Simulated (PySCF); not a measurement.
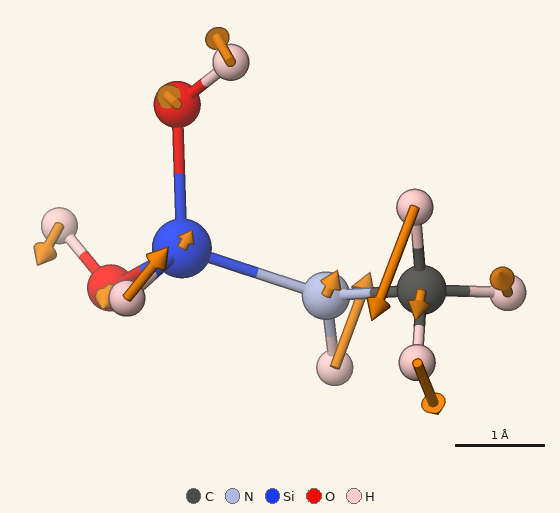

A relaxation of CH$_{7}$NO$_{2}$Si. The starting structure is drawn; orange arrows show the displacements, at their true length. The two geometries are superimposed by the best rigid fit.

Style: ball-and-stick. Shown at a tilt.

The start comes from GFN2-xTB. Its atoms were then displaced at random by about 0.01 Å.

Theory: PBE0-D3(BJ)/def2-SVP geometry optimisation, gas phase in PySCF. 

Q: Which element moves most?

A: Hydrogen: up to 1.48 Å, against 0.63 Å for oxygen.

Q: Describe the change and its energy.

A: The atom that moves furthest after the best rigid fit is an H atom (1.48 Å). By element the largest moves are H 1.48 Å, O 0.63 Å, C 0.37 Å, N 0.34 Å, Si 0.25 Å. Some distances before and after: O–Si 1.589 → 1.657 Å, O–Si 1.624 → 1.666 Å, C–H 1.065 → 1.101 Å, C–N 1.475 → 1.441 Å. Bond angles that change, for instance: N–Si–H 114.6° → 105.2°, N–Si–O 104.5° → 111.4°, O–Si–O 108.8° → 102.6°. Groups turn about N–Si by about 70°, C–N by about 20°. The energy falls by 8.86 kcal/mol in 27 geometry steps. The run took 120 s on 1 thread of Arm Neoverse V1 (shared host).
